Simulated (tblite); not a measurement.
# C₂H₈OP₂Si₂: frequency calculation

- system: C₂H₈OP₂Si₂, SMILES CC(=O)[SiH]1P[SiH2]P1
- method: GFN2-xTB harmonic vibrations, gas phase (tblite 0.8.0)

It belongs to a series of runs on one base structure; here: H on Si replaced by COCH3.

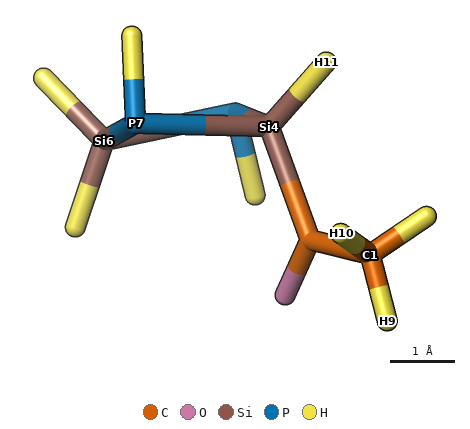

Figure 1. The structure (stick view, seen at a tilt; atoms are numbered from 1 in the order of the input). Bond lengths as drawn: C–C 1.50 Å, C–H 1.09 Å, C–O 1.21 Å, C–Si 1.93 Å, H–P 1.38 Å, H–Si 1.46 to 1.47 Å and P–Si 2.26 to 2.28 Å.

### Results in brief

```json
{"quantity": "outcome", "value": "converged"}
{"quantity": "total energy", "value": "−568.4703 eV"}
{"quantity": "zero-point energy", "value": "56.4940 kcal/mol"}
{"quantity": "hardware", "value": "1 CPU thread, shared host"}
{"quantity": "wall time", "value": "1.4 s"}
{"quantity": "peak memory", "value": "0.18 GiB"}
```

### Input
```
{"job": {"kind": "ir", "xc": "GFN2-xTB", "basis": "xTB"}, "charge": 0, "multiplicity": 1}
C      2.659855    -0.559769     0.397581
C      1.193208    -0.802711     0.226431
O      0.624957    -1.782439     0.646586
Si     0.156569     0.540382    -0.688147
P     -1.635710    -0.478670    -1.618745
Si    -2.643889     0.281197     0.265520
P     -0.972582     1.684474     0.916625
H      3.117647    -0.466975    -0.584976
H      3.130668    -1.367993     0.953207
H      2.799692     0.384647     0.919638
H      0.962538     1.363780    -1.594707
H     -1.335423    -1.737346    -1.138158
H     -2.837432    -0.726958     1.303552
H     -3.878777     0.994688    -0.057679
H     -1.345736     2.681684     0.031360
```

The first line tells a small driver script what to run in tblite; the rest is the geometry in Å.

Launched with:
```bash
OMP_NUM_THREADS=1 python <driver script> task.json out
```

### Output
```
mode    cm-1     km/mol
  1      19.7      4.50
  2      32.9      2.52
  3      77.3      2.85
  4     102.6      4.18
  5     124.3      0.72
  6     197.0      2.39
  7     272.2      2.65
  8     388.7     46.82
  9     395.7      3.94
 10     411.6     28.97
 11     422.3      7.01
 12     431.0     62.55
 13     447.5      7.13
 14     465.8      5.76
 15     481.1      5.74
 16     499.5      6.63
 17     562.3    106.86
 18     605.0    485.65
 19     625.6      2.70
 20     642.3     19.42
 21     674.4     11.99
 22     682.7     73.08
 23     723.0     19.82
 24     735.4    227.12
 25     954.5      0.20
 26     969.7      2.74
 27    1131.8    135.16
 28    1357.9     35.28
 29    1445.1      9.43
 30    1446.8     16.06
 31    1724.4    186.07
 32    2212.4    219.33
 33    2245.2    123.88
 34    2270.5    128.03
 35    2307.4    194.05
 36    2348.0    102.63
 37    3020.9      6.93
 38    3026.8      0.79
 39    3037.0     18.66
```

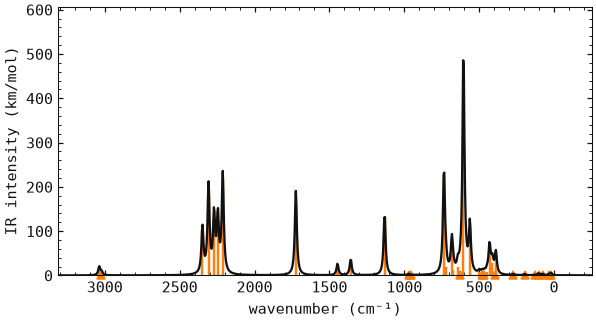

Figure 2. Harmonic infrared spectrum, unscaled: sticks (degenerate modes added up, dark ones marked on the axis) with a Lorentzian envelope of 16 cm⁻¹ full width, scaled to the tallest stick. 39 modes from 20 to 3037 cm⁻¹, none imaginary. The strongest line is at 605 cm⁻¹ (486 km/mol).
